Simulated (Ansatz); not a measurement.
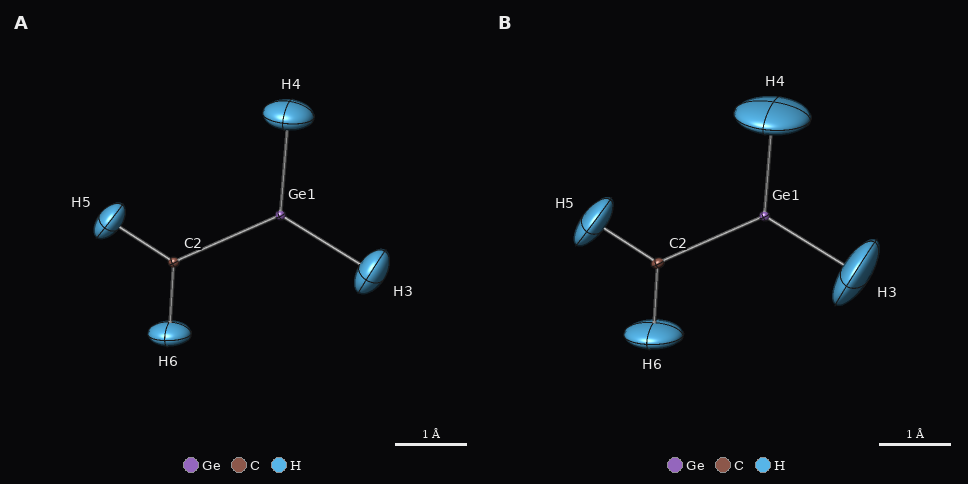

Displacement ellipsoids at the 50 % level, scaled by 1.5, from the internal vibrations of the free molecule (harmonic, no overall translation or rotation; no half-axis is drawn under 0.075 Å). Vibrations computed with RKS PBE0-D4/def2-TZVP (Ansatz 0.2.0). One panel is for 200 K, the other for 900 K.

Question: Which panel is for 900 K?

Answer: B.

Question: How much does the mean-square displacement of H3 grow, and why?

Answer: U_eq goes from 0.0189 to 0.0427 Å², a factor of 2.3. Modes below kT (626 cm⁻¹ at 900 K) grow about in proportion to T, and the lowest lies at 394 cm⁻¹; the mean-square amplitude of a mode is its zero-point value times coth(ħω/2kT), which comes close to 1 only above about 3kT.
